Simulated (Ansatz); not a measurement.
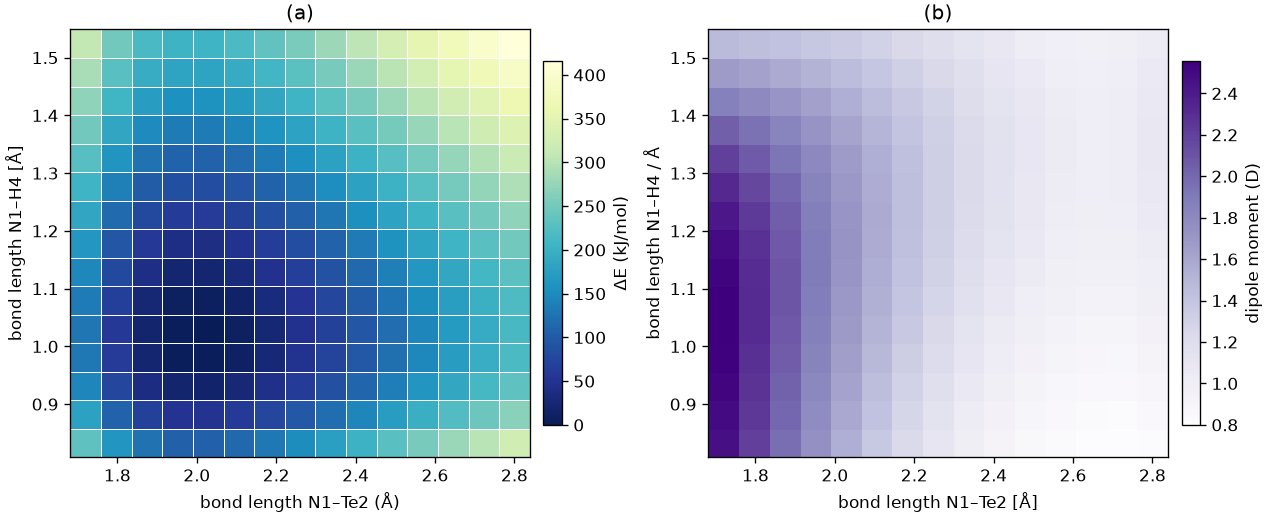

H₂NTe, SMILES N[Te], spin multiplicity 2. First axis: bond length N1–Te2. Second axis: bond length N1–H4. Nothing is relaxed (all other coordinates rigid). The grid has 15 × 15 points. Energies: kJ/mol, counted from the lowest grid point. The calculation used Ansatz 0.2.0, UKS PBE-D4/def2-TZVP.

Panel (a) is the energy and panel (b) the computed dipole moment on the same grid.

The picture shows one coloured cell a grid point.

> How does the dipole moment vary over the map, and what is it at the lowest grid point?

Leaving out the highest fifth of the energies, it runs from 0.83 D at bond length N1–Te2 = 2.723 Å, bond length N1–H4 = 0.882 Å to 2.55 D at bond length N1–Te2 = 1.720 Å, bond length N1–H4 = 1.030 Å. At the lowest grid point, bond length N1–Te2 = 2.029 Å, bond length N1–H4 = 1.030 Å, it is 1.68 D.

```csv
"bond length N1–H4 ↓, bond length N1–Te2 →",1.720,1.797,1.875,1.952,2.029,2.106,2.183,2.260,2.338,2.415,2.492,2.569,2.646,2.723,2.800
1.524,1.48,1.45,1.42,1.39,1.35,1.30,1.25,1.19,1.14,1.08,1.04,1.00,0.98,1.00,1.04
1.474,1.68,1.63,1.58,1.52,1.46,1.39,1.32,1.25,1.18,1.12,1.07,1.02,1.00,1.02,1.06
1.425,1.87,1.80,1.72,1.64,1.55,1.46,1.37,1.29,1.21,1.14,1.08,1.04,1.02,1.03,1.08
1.376,2.05,1.95,1.84,1.73,1.62,1.51,1.41,1.31,1.23,1.16,1.09,1.05,1.02,1.04,1.08
1.326,2.20,2.07,1.94,1.80,1.67,1.55,1.43,1.33,1.24,1.16,1.10,1.05,1.02,1.04,1.08
1.277,2.33,2.17,2.01,1.85,1.70,1.57,1.44,1.33,1.24,1.16,1.09,1.05,1.02,1.03,1.08
1.228,2.42,2.24,2.05,1.88,1.72,1.57,1.44,1.33,1.23,1.15,1.08,1.03,1.01,1.02,1.06
1.178,2.49,2.28,2.08,1.90,1.73,1.57,1.44,1.32,1.22,1.13,1.07,1.02,0.99,1.00,1.04
1.129,2.53,2.31,2.09,1.90,1.72,1.56,1.42,1.30,1.20,1.11,1.05,1.00,0.97,0.97,1.02
1.080,2.55,2.31,2.09,1.89,1.70,1.54,1.40,1.28,1.17,1.09,1.02,0.97,0.95,0.95,0.99
1.030,2.55,2.31,2.08,1.87,1.68,1.52,1.37,1.25,1.14,1.06,0.99,0.95,0.92,0.92,0.96
0.981,2.55,2.29,2.06,1.85,1.66,1.49,1.34,1.22,1.11,1.03,0.96,0.92,0.89,0.89,0.93
0.932,2.53,2.27,2.03,1.82,1.62,1.45,1.31,1.18,1.08,0.99,0.93,0.89,0.86,0.86,0.89
0.882,2.50,2.24,2.00,1.78,1.59,1.42,1.27,1.14,1.04,0.96,0.90,0.86,0.83,0.83,0.86
0.833,2.47,2.21,1.97,1.75,1.55,1.38,1.23,1.11,1.01,0.93,0.87,0.83,0.80,0.80,0.83
```
